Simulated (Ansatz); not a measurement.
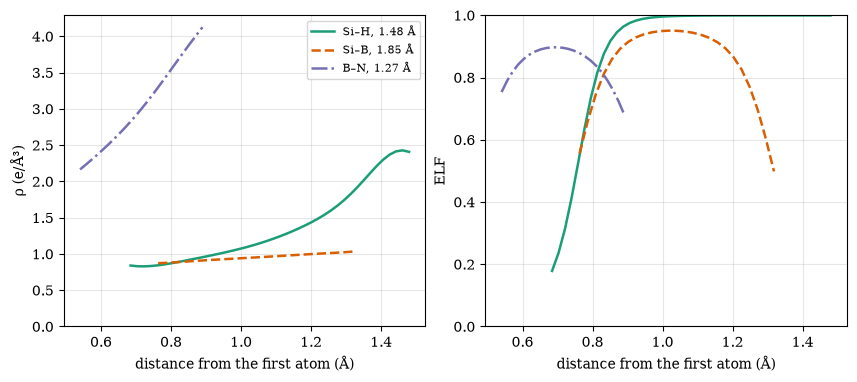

*BH2NSi. Total electron density and electron localisation function along straight lines between neighbouring atoms. The curves leave out the atomic cores.*

Geometry: PBE0-D4/def2-TZVP.

Level of theory: RKS PBE0-D4/def2-TZVPP (Ansatz).

```xyz
5

B     0.6749   -0.7663    0.5132
Si   -0.4162    0.4737   -0.3192
N     1.4213   -1.6177    1.0900
H    -1.6094    0.1319   -1.1244
H    -0.2111    1.9379   -0.2666
```

**Compare the contacts.**

Si–H (1.48 Å): ρ at the midpoint is about 0.83 e/Å³; the ELF climbs to about 1 towards the hydrogen, as it does in any bond to H.
Si–B (1.85 Å): ρ at the midpoint is about 0.92 e/Å³; the ELF peaks at about 0.95 between the atoms (localised, covalent bonding).
B–N (1.27 Å): the density is about 2.6 e/Å³ at the midpoint; the ELF peaks at about 0.90 between the atoms: a short, strongly polar bond.
